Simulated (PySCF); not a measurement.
# CH5BF2Si: NMR shifts at several levels of theory

How much do the NMR shifts of CH5BF2Si (`FB(F)C[SiH3]`) depend on the level of theory, and what does each level cost?

Computed with PySCF 2.14.0, with density-fitted response routines of our own, on a single molecule in the gas phase. Atoms are numbered from 0 throughout.

**1. The starting structure**

10 atoms, charge 0, multiplicity 1; geometry from: PBE0-D3(BJ)/def2-SVP.

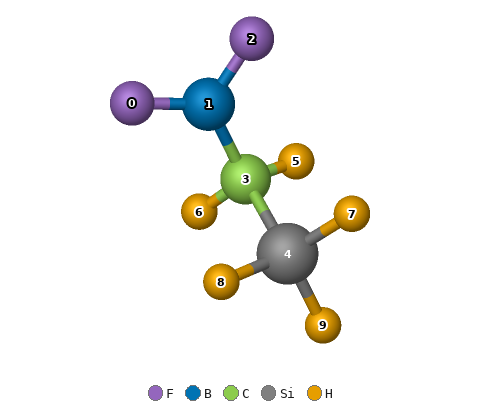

The starting geometry (fluorine purple, boron blue, carbon green, silicon grey, hydrogen amber), atoms numbered; sticks join atoms by distance.

**2. Shielding tensors: PBE0/pcSseg-2**

The job: settings as JSON, then the geometry in Å.

```
{"job": {"kind": "nmr", "xc": "PBE0", "basis": "pcSseg-2", "pop": false}, "charge": 0, "multiplicity": 1}
F     -1.987546     0.378619     1.342866
B     -1.491649     0.356992     0.116929
F     -1.980585     1.252196    -0.725407
C     -0.367924    -0.627433    -0.290073
Si     1.337680     0.106540     0.081519
H     -0.402104    -0.840725    -1.369649
H     -0.445699    -1.568940     0.275689
H      1.518495     1.380598    -0.677002
H      1.463027     0.395966     1.541517
H      2.406778    -0.855976    -0.318404
```

Method: GIAO PBE0/pcSseg-2 NMR shielding, non-relativistic, gas phase.

Launch:

```
$ OMP_NUM_THREADS=1 python probes_run.py task.json out
```

One launch serves the whole session: the jobs run in the order shown.

The log of the run:

```text
coarse grid: 9072 points
cycle   1  E = -554.9309043166  dE =  2.862e-01  |g| = 6.711e-01  |ddm| = 2.115e+00
cycle   2  E = -554.8808879354  dE =  5.002e-02  |g| = 9.143e-01  |ddm| = 6.385e-01
cycle   3  E = -555.0040820602  dE = -1.232e-01  |g| = 5.949e-02  |ddm| = 3.547e-01
cycle   4  E = -555.0046227350  dE = -5.407e-04  |g| = 2.682e-02  |ddm| = 4.185e-02
cycle   5  E = -555.0047899652  dE = -1.672e-04  |g| = 3.950e-03  |ddm| = 1.787e-02
cycle   6  E = -555.0047934475  dE = -3.482e-06  |g| = 4.040e-04  |ddm| = 2.991e-03
final grid: 84416 points
cycle   7  E = -555.0061935980  dE = -1.089e-04  |g| = 5.334e-03  |ddm| = 3.050e-02
cycle   8  E = -555.0061917271  dE =  1.871e-06  |g| = 5.827e-03  |ddm| = 5.717e-03
cycle   9  E = -555.0061991610  dE = -7.434e-06  |g| = 3.518e-04  |ddm| = 3.271e-03
cycle  10  E = -555.0061991807  dE = -1.972e-08  |g| = 1.716e-04  |ddm| = 2.506e-04
cycle  11  E = -555.0061991844  dE = -3.740e-09  |g| = 6.079e-05  |ddm| = 8.267e-05
cycle  12  E = -555.0061991849  dE = -5.051e-10  |g| = 6.133e-06  |ddm| = 2.399e-05
converged SCF energy = -555.0061991849

GIAO shielding tensors (ppm)
atom      isotropic    diamagn.    paramagn.     s11        s22        s33       span
  0 F      248.476     467.580    -219.104     81.476    299.219    364.733    283.256
  1 B       69.978     194.722    -124.744     39.100     78.647     92.188     53.088
  2 F      248.734     467.535    -218.801     82.163    300.120    363.920    281.757
  3 C      189.692     247.084     -57.391    179.023    185.557    204.498     25.475
  4 Si     409.113     878.011    -468.898    386.879    388.522    451.937     65.058
  5 H       30.747      29.976       0.771     26.771     28.182     37.287     10.515
  6 H       30.730      29.937       0.793     26.810     28.118     37.262     10.452
  7 H       27.185      28.874      -1.689     24.052     25.647     31.855      7.802
  8 H       27.176      28.873      -1.698     24.041     25.654     31.832      7.791
  9 H       27.115      28.174      -1.058     24.156     24.929     32.261      8.105
```

It took 21 s on 1 thread of Arm Neoverse V1, shared host; peak memory 0.92 GiB.

The references, computed at this level on geometries of the same kind, shield at (ppm): ¹H TMS 31.25, ¹³C TMS 184.1, ²⁹Si TMS 341.3, ¹⁹F CFCl3 175.8, ¹¹B BF3·OEt2 99.1. Their shielding less the atom's gives the shift. The references are single molecules in the gas phase, so shifts against H2O, NH3, PH3, H3PO4 or CFCl3 are not on the usual liquid scales and can be off by tens of ppm. Atoms listed in one row are averaged.

| atoms | environment | σ (ppm) | δ (ppm) |
| --- | --- | --- | --- |
| C3 | sp3 CH2 bonded to B and Si | 189.7 | -5.6 |
| H7, H8, H9 | hydrogen on a silicon bonded to C | 27.16 | 4.09 |
| H5, H6 | hydrogen on an sp3 CH2 bonded to B and Si | 30.74 | 0.51 |
| F0, F2 | fluorine bonded to B | 248.6 | -72.8 |
| B1 | boron bonded to C, 2 F | 70.0 | 29.1 |
| Si4 | silicon bonded to C, 3 H | 409.1 | -67.8 |

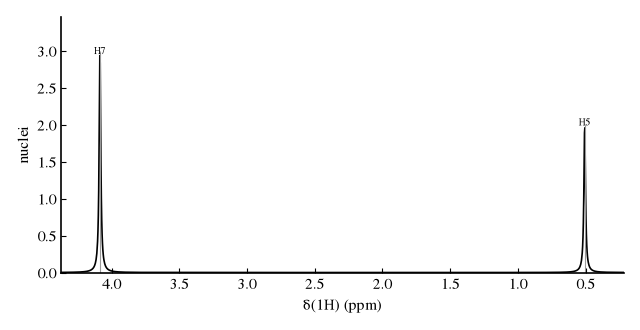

¹H lines at the computed shifts, without couplings. Lines are broadened to a width of 0.01 ppm (Lorentzian).

**3. NMR shieldings: mPW1PW91/pcSseg-2**

Settings changed since step 2:

```diff
@@ -1,2 +1,2 @@
-{"job": {"kind": "nmr", "xc": "PBE0", "basis": "pcSseg-2", "pop": false}, "charge": 0, "multiplicity": 1}
+{"job": {"kind": "nmr", "xc": "mPW1PW91", "basis": "pcSseg-2", "pop": false}, "charge": 0, "multiplicity": 1}
 F     -1.987546     0.378619     1.342866
```

Method: GIAO mPW1PW91/pcSseg-2 NMR shielding, non-relativistic, gas phase.

The log of the run:

```text
coarse grid: 9072 points
cycle   1  E = -555.2759054696  dE =  2.869e-01  |g| = 6.930e-01  |ddm| = 2.111e+00
cycle   2  E = -555.2222867075  dE =  5.362e-02  |g| = 9.458e-01  |ddm| = 6.501e-01
cycle   3  E = -555.3531453898  dE = -1.309e-01  |g| = 6.110e-02  |ddm| = 3.631e-01
cycle   4  E = -555.3537332792  dE = -5.879e-04  |g| = 2.706e-02  |ddm| = 4.318e-02
cycle   5  E = -555.3539049743  dE = -1.717e-04  |g| = 3.838e-03  |ddm| = 1.806e-02
cycle   6  E = -555.3539082904  dE = -3.316e-06  |g| = 4.211e-04  |ddm| = 2.956e-03
final grid: 84416 points
cycle   7  E = -555.3534660971  dE = -1.050e-04  |g| = 4.433e-03  |ddm| = 3.094e-02
cycle   8  E = -555.3534649865  dE =  1.111e-06  |g| = 4.807e-03  |ddm| = 4.605e-03
cycle   9  E = -555.3534697464  dE = -4.760e-06  |g| = 3.068e-04  |ddm| = 2.574e-03
cycle  10  E = -555.3534697591  dE = -1.276e-08  |g| = 1.730e-04  |ddm| = 2.088e-04
cycle  11  E = -555.3534697636  dE = -4.455e-09  |g| = 3.634e-05  |ddm| = 7.851e-05
cycle  12  E = -555.3534697638  dE = -2.010e-10  |g| = 6.049e-06  |ddm| = 1.826e-05
converged SCF energy = -555.3534697638

GIAO shielding tensors (ppm)
atom      isotropic    diamagn.    paramagn.     s11        s22        s33       span
  0 F      249.641     467.488    -217.847     82.869    300.280    365.775    282.905
  1 B       70.002     194.837    -124.834     39.133     78.515     92.360     53.227
  2 F      249.893     467.450    -217.557     83.545    301.169    364.964    281.420
  3 C      188.976     247.168     -58.192    178.426    184.807    203.694     25.268
  4 Si     407.120     878.161    -471.042    384.996    386.664    449.698     64.703
  5 H       30.801      29.981       0.820     26.850     28.250     37.305     10.455
  6 H       30.785      29.942       0.843     26.889     28.186     37.281     10.392
  7 H       27.257      28.975      -1.718     24.136     25.729     31.906      7.770
  8 H       27.248      28.975      -1.727     24.125     25.736     31.883      7.758
  9 H       27.189      28.261      -1.071     24.243     25.015     32.311      8.068
```

Run time: 20 s. Hardware: 1 thread of Arm Neoverse V1, shared host; peak memory 1.1 GiB.

This run: δ C3 -5.4, F0 -72.6, B1 29.1, Si4 -67.1, H7 4.06, H5 0.50 ppm (means over like atoms).

**4. Shielding tensors: WP04/pcSseg-2**

Settings changed since step 3:

```diff
@@ -1,2 +1,2 @@
-{"job": {"kind": "nmr", "xc": "mPW1PW91", "basis": "pcSseg-2", "pop": false}, "charge": 0, "multiplicity": 1}
+{"job": {"kind": "nmr", "xc": "WP04", "basis": "pcSseg-2", "pop": false}, "charge": 0, "multiplicity": 1}
 F     -1.987546     0.378619     1.342866
```

Method: GIAO WP04/pcSseg-2 NMR shielding, non-relativistic, gas phase.

The log of the run:

```text
coarse grid: 9072 points
cycle   1  E = -563.6642201895  dE =  2.902e-01  |g| = 1.150e+00  |ddm| = 2.095e+00
cycle   2  E = -563.4069246432  dE =  2.573e-01  |g| = 1.736e+00  |ddm| = 1.119e+00
cycle   3  E = -563.8583218288  dE = -4.514e-01  |g| = 1.397e-01  |ddm| = 7.123e-01
cycle   4  E = -563.8612638870  dE = -2.942e-03  |g| = 6.206e-02  |ddm| = 9.790e-02
cycle   5  E = -563.8622143384  dE = -9.505e-04  |g| = 7.023e-03  |ddm| = 4.020e-02
cycle   6  E = -563.8622241091  dE = -9.771e-06  |g| = 1.686e-03  |ddm| = 5.853e-03
final grid: 84416 points
cycle   7  E = -563.8613716463  dE = -1.858e-04  |g| = 6.131e-03  |ddm| = 4.002e-02
cycle   8  E = -563.8613660811  dE =  5.565e-06  |g| = 7.474e-03  |ddm| = 7.815e-03
cycle   9  E = -563.8613796658  dE = -1.358e-05  |g| = 5.814e-04  |ddm| = 4.631e-03
cycle  10  E = -563.8613797137  dE = -4.788e-08  |g| = 4.087e-04  |ddm| = 5.039e-04
cycle  11  E = -563.8613797395  dE = -2.584e-08  |g| = 8.551e-05  |ddm| = 1.973e-04
cycle  12  E = -563.8613797405  dE = -9.188e-10  |g| = 1.505e-05  |ddm| = 4.345e-05
converged SCF energy = -563.8613797405

GIAO shielding tensors (ppm)
atom      isotropic    diamagn.    paramagn.     s11        s22        s33       span
  0 F      263.858     470.222    -206.363    104.575    314.909    372.091    267.515
  1 B       64.354     194.627    -130.273     32.046     71.839     89.176     57.130
  2 F      264.049     470.137    -206.088    105.088    315.683    371.377    266.290
  3 C      176.577     246.222     -69.645    168.197    171.412    190.122     21.925
  4 Si     388.553     880.003    -491.449    368.451    370.253    426.956     58.505
  5 H       31.149      30.471       0.678     27.514     28.861     37.073      9.559
  6 H       31.135      30.440       0.695     27.551     28.803     37.050      9.499
  7 H       28.100      29.878      -1.778     25.141     26.659     32.500      7.359
  8 H       28.090      29.876      -1.786     25.128     26.666     32.477      7.349
  9 H       28.033      28.968      -0.935     25.264     25.946     32.889      7.625
```

Wall time 21 s (1 thread of Arm Neoverse V1, shared host); peak memory 1.1 GiB.

This run: δ C3 -4.5, F0 -86.6, B1 29.8, Si4 -60.6, H7 3.54, H5 0.47 ppm (means over like atoms).

**5. NMR shieldings: B97-2/pcSseg-2**

Settings changed since step 4:

```diff
@@ -1,2 +1,2 @@
-{"job": {"kind": "nmr", "xc": "WP04", "basis": "pcSseg-2", "pop": false}, "charge": 0, "multiplicity": 1}
+{"job": {"kind": "nmr", "xc": "B97-2", "basis": "pcSseg-2", "pop": false}, "charge": 0, "multiplicity": 1}
 F     -1.987546     0.378619     1.342866
```

Level: GIAO B97-2/pcSseg-2 NMR shielding, non-relativistic, gas phase.

The log of the run:

```text
coarse grid: 9072 points
cycle   1  E = -555.2554351072  dE =  2.796e-01  |g| = 7.261e-01  |ddm| = 2.119e+00
cycle   2  E = -555.1859796737  dE =  6.946e-02  |g| = 1.020e+00  |ddm| = 6.936e-01
cycle   3  E = -555.3397025081  dE = -1.537e-01  |g| = 6.571e-02  |ddm| = 3.964e-01
cycle   4  E = -555.3404275244  dE = -7.250e-04  |g| = 2.861e-02  |ddm| = 4.745e-02
cycle   5  E = -555.3406243050  dE = -1.968e-04  |g| = 3.599e-03  |ddm| = 1.914e-02
cycle   6  E = -555.3406274570  dE = -3.152e-06  |g| = 4.963e-04  |ddm| = 3.102e-03
final grid: 84416 points
cycle   7  E = -555.3361310818  dE = -1.325e-04  |g| = 1.178e-02  |ddm| = 3.516e-02
cycle   8  E = -555.3361160162  dE =  1.507e-05  |g| = 1.545e-02  |ddm| = 8.732e-03
cycle   9  E = -555.3361478901  dE = -3.187e-05  |g| = 9.895e-04  |ddm| = 5.274e-03
cycle  10  E = -555.3361480184  dE = -1.283e-07  |g| = 3.390e-04  |ddm| = 6.358e-04
cycle  11  E = -555.3361480470  dE = -2.865e-08  |g| = 7.397e-05  |ddm| = 2.475e-04
cycle  12  E = -555.3361480481  dE = -1.067e-09  |g| = 1.478e-05  |ddm| = 4.440e-05
cycle  13  E = -555.3361480481  dE = -4.627e-11  |g| = 4.061e-06  |ddm| = 1.168e-05
converged SCF energy = -555.3361480481

GIAO shielding tensors (ppm)
atom      isotropic    diamagn.    paramagn.     s11        s22        s33       span
  0 F      255.235     467.932    -212.697     93.194    305.442    367.068    273.874
  1 B       72.056     194.972    -122.916     42.789     79.157     94.221     51.432
  2 F      255.477     467.886    -212.410     93.855    306.304    366.271    272.415
  3 C      189.124     247.214     -58.090    178.511    185.665    203.196     24.684
  4 Si     413.373     878.290    -464.917    391.644    393.301    455.175     63.531
  5 H       30.895      30.067       0.827     26.976     28.363     37.345     10.369
  6 H       30.878      30.030       0.848     27.015     28.301     37.318     10.304
  7 H       27.375      29.163      -1.788     24.282     25.859     31.983      7.701
  8 H       27.366      29.162      -1.796     24.271     25.866     31.960      7.689
  9 H       27.304      28.391      -1.087     24.383     25.143     32.386      8.003
```

Wall time 21 s (1 thread of Arm Neoverse V1, shared host); peak memory 0.92 GiB.

This run: δ C3 -5.7, F0 -77.9, B1 28.1, Si4 -65.8, H7 4.01, H5 0.47 ppm (means over like atoms).

**6. Nuclear shieldings: BHandHLYP/pcSseg-2**

Settings changed since step 5:

```diff
@@ -1,2 +1,2 @@
-{"job": {"kind": "nmr", "xc": "B97-2", "basis": "pcSseg-2", "pop": false}, "charge": 0, "multiplicity": 1}
+{"job": {"kind": "nmr", "xc": "BHandHLYP", "basis": "pcSseg-2", "pop": false}, "charge": 0, "multiplicity": 1}
 F     -1.987546     0.378619     1.342866
```

With the program's defaults for keys left out, this is: GIAO BHandHLYP/pcSseg-2 NMR shielding, non-relativistic, gas phase.

The log of the run:

```text
coarse grid: 9072 points
cycle   1  E = -555.2253039495  dE =  3.163e-01  |g| = 6.628e-01  |ddm| = 2.068e+00
cycle   2  E = -555.2319495089  dE = -6.646e-03  |g| = 7.042e-01  |ddm| = 5.405e-01
cycle   3  E = -555.2999351351  dE = -6.799e-02  |g| = 4.286e-02  |ddm| = 2.515e-01
cycle   4  E = -555.3002376130  dE = -3.025e-04  |g| = 2.200e-02  |ddm| = 3.784e-02
cycle   5  E = -555.3003462750  dE = -1.087e-04  |g| = 4.090e-03  |ddm| = 1.525e-02
cycle   6  E = -555.3003502803  dE = -4.005e-06  |g| = 5.247e-04  |ddm| = 2.753e-03
final grid: 84416 points
cycle   7  E = -555.2999690900  dE = -4.427e-05  |g| = 2.736e-03  |ddm| = 1.858e-02
cycle   8  E = -555.2999696065  dE = -5.165e-07  |g| = 2.027e-03  |ddm| = 2.433e-03
cycle   9  E = -555.2999704239  dE = -8.174e-07  |g| = 2.741e-04  |ddm| = 1.140e-03
cycle  10  E = -555.2999704365  dE = -1.264e-08  |g| = 1.018e-04  |ddm| = 1.615e-04
cycle  11  E = -555.2999704379  dE = -1.433e-09  |g| = 2.328e-05  |ddm| = 4.777e-05
cycle  12  E = -555.2999704380  dE = -9.868e-11  |g| = 5.496e-06  |ddm| = 1.340e-05
converged SCF energy = -555.2999704380

GIAO shielding tensors (ppm)
atom      isotropic    diamagn.    paramagn.     s11        s22        s33       span
  0 F      266.848     468.149    -201.301    106.793    319.699    374.051    267.258
  1 B       73.434     193.609    -120.176     40.668     81.597     98.036     57.367
  2 F      267.029     468.087    -201.058    107.317    320.475    373.295    265.978
  3 C      189.717     245.245     -55.529    179.311    185.851    203.988     24.678
  4 Si     411.825     876.359    -464.534    390.031    393.145    452.299     62.268
  5 H       31.035      30.153       0.882     27.100     28.449     37.555     10.455
  6 H       31.018      30.114       0.904     27.141     28.386     37.528     10.387
  7 H       27.524      28.903      -1.378     24.384     25.988     32.201      7.817
  8 H       27.515      28.902      -1.387     24.372     25.995     32.177      7.805
  9 H       27.470      28.227      -0.757     24.501     25.280     32.629      8.128
```

Run time: 20 s. Hardware: 1 thread of Arm Neoverse V1, shared host; peak memory 1.1 GiB.

This run: δ C3 -5.5, F0 -64.9, B1 30.1, Si4 -66.1, H7 3.95, H5 0.42 ppm (means over like atoms).

**7. NMR shieldings: CAM-B3LYP/pcSseg-2**

Settings changed since step 6:

```diff
@@ -1,2 +1,2 @@
-{"job": {"kind": "nmr", "xc": "BHandHLYP", "basis": "pcSseg-2", "pop": false}, "charge": 0, "multiplicity": 1}
+{"job": {"kind": "nmr", "xc": "CAM-B3LYP", "basis": "pcSseg-2", "pop": false}, "charge": 0, "multiplicity": 1}
 F     -1.987546     0.378619     1.342866
```

Method: GIAO CAM-B3LYP/pcSseg-2 NMR shielding, non-relativistic, gas phase.

The log of the run:

```text
coarse grid: 9072 points
cycle   1  E = -555.2522111648  dE =  3.289e-01  |g| = 7.084e-01  |ddm| = 2.072e+00
cycle   2  E = -555.2345017190  dE =  1.771e-02  |g| = 8.679e-01  |ddm| = 6.074e-01
cycle   3  E = -555.3356934678  dE = -1.012e-01  |g| = 5.236e-02  |ddm| = 3.001e-01
cycle   4  E = -555.3361462481  dE = -4.528e-04  |g| = 2.570e-02  |ddm| = 4.312e-02
cycle   5  E = -555.3362917961  dE = -1.455e-04  |g| = 4.903e-03  |ddm| = 1.829e-02
cycle   6  E = -555.3362973926  dE = -5.597e-06  |g| = 6.589e-04  |ddm| = 3.362e-03
final grid: 84416 points
cycle   7  E = -555.3349485472  dE = -8.181e-05  |g| = 3.848e-03  |ddm| = 2.370e-02
cycle   8  E = -555.3349490183  dE = -4.711e-07  |g| = 3.382e-03  |ddm| = 3.372e-03
cycle   9  E = -555.3349509913  dE = -1.973e-06  |g| = 4.396e-04  |ddm| = 1.609e-03
cycle  10  E = -555.3349510091  dE = -1.780e-08  |g| = 2.318e-04  |ddm| = 2.270e-04
cycle  11  E = -555.3349510178  dE = -8.623e-09  |g| = 3.619e-05  |ddm| = 1.060e-04
cycle  12  E = -555.3349510180  dE = -2.340e-10  |g| = 8.277e-06  |ddm| = 2.185e-05
converged SCF energy = -555.3349510180

GIAO shielding tensors (ppm)
atom      isotropic    diamagn.    paramagn.     s11        s22        s33       span
  0 F      250.649     468.074    -217.425     84.587    301.772    365.588    281.001
  1 B       67.589     193.803    -126.214     34.765     77.254     90.747     55.981
  2 F      250.866     468.022    -217.157     85.182    302.623    364.792    279.610
  3 C      187.676     244.897     -57.222    176.970    183.454    202.602     25.632
  4 Si     399.139     877.078    -477.939    376.050    378.328    443.038     66.988
  5 H       30.884      30.224       0.660     27.027     28.394     37.232     10.205
  6 H       30.868      30.185       0.683     27.067     28.330     37.207     10.140
  7 H       27.325      28.665      -1.340     24.223     25.807     31.944      7.722
  8 H       27.315      28.664      -1.349     24.211     25.815     31.920      7.709
  9 H       27.268      28.089      -0.821     24.325     25.105     32.374      8.049
```

Wall time 29 s (1 thread of Arm Neoverse V1, shared host); peak memory 1.1 GiB.

In short: δ C3 -5.1, F0 -64.7, B1 30.3, Si4 -70.2, H7 4.03, H5 0.46 ppm (means over like atoms).

**8. Nuclear shieldings: wB97X-D/pcSseg-2**

Settings changed since step 7:

```diff
@@ -1,2 +1,2 @@
-{"job": {"kind": "nmr", "xc": "CAM-B3LYP", "basis": "pcSseg-2", "pop": false}, "charge": 0, "multiplicity": 1}
+{"job": {"kind": "nmr", "xc": "wB97X-D", "basis": "pcSseg-2", "pop": false}, "charge": 0, "multiplicity": 1}
 F     -1.987546     0.378619     1.342866
```

With the program's defaults for keys left out, this is: GIAO wB97X-D/pcSseg-2 NMR shielding, non-relativistic, gas phase.

The log of the run:

```text
coarse grid: 9072 points
cycle   1  E = -555.2412396047  dE =  3.397e-01  |g| = 7.011e-01  |ddm| = 2.082e+00
cycle   2  E = -555.2463099481  dE = -5.070e-03  |g| = 7.767e-01  |ddm| = 5.824e-01
cycle   3  E = -555.3250620131  dE = -7.875e-02  |g| = 4.480e-02  |ddm| = 2.643e-01
cycle   4  E = -555.3254800649  dE = -4.181e-04  |g| = 2.309e-02  |ddm| = 4.562e-02
cycle   5  E = -555.3256013386  dE = -1.213e-04  |g| = 4.397e-03  |ddm| = 1.808e-02
cycle   6  E = -555.3256062815  dE = -4.943e-06  |g| = 8.651e-04  |ddm| = 3.912e-03
final grid: 84416 points
cycle   7  E = -555.3297633814  dE = -1.759e-04  |g| = 9.115e-03  |ddm| = 3.854e-02
cycle   8  E = -555.3297635911  dE = -2.098e-07  |g| = 9.547e-03  |ddm| = 7.357e-03
cycle   9  E = -555.3297769649  dE = -1.337e-05  |g| = 6.200e-04  |ddm| = 3.379e-03
cycle  10  E = -555.3297770187  dE = -5.373e-08  |g| = 2.940e-04  |ddm| = 5.067e-04
cycle  11  E = -555.3297770363  dE = -1.760e-08  |g| = 5.146e-05  |ddm| = 1.903e-04
cycle  12  E = -555.3297770370  dE = -6.868e-10  |g| = 1.264e-05  |ddm| = 5.093e-05
converged SCF energy = -555.3297770370

GIAO shielding tensors (ppm)
atom      isotropic    diamagn.    paramagn.     s11        s22        s33       span
  0 F      255.638     465.935    -210.297     92.451    305.634    368.829    276.378
  1 B       71.317     195.377    -124.060     41.331     78.895     93.725     52.395
  2 F      255.914     465.906    -209.992     93.140    306.510    368.091    274.951
  3 C      190.277     246.945     -56.668    179.233    186.873    204.726     25.493
  4 Si     408.800     877.697    -468.897    386.766    388.918    450.715     63.949
  5 H       30.935      30.131       0.804     26.977     28.347     37.480     10.503
  6 H       30.919      30.093       0.826     27.017     28.285     37.455     10.438
  7 H       27.318      28.879      -1.561     24.186     25.778     31.989      7.803
  8 H       27.309      28.878      -1.569     24.174     25.786     31.966      7.792
  9 H       27.266      28.199      -0.933     24.297     25.086     32.415      8.117
```

Run time: 27 s. Hardware: 1 thread of Arm Neoverse V1, shared host; peak memory 1 GiB.

In short: δ C3 -5.9, F0 -69.4, B1 28.6, Si4 -68.1, H7 4.06, H5 0.43 ppm (means over like atoms).

[end of part 1 of 2]
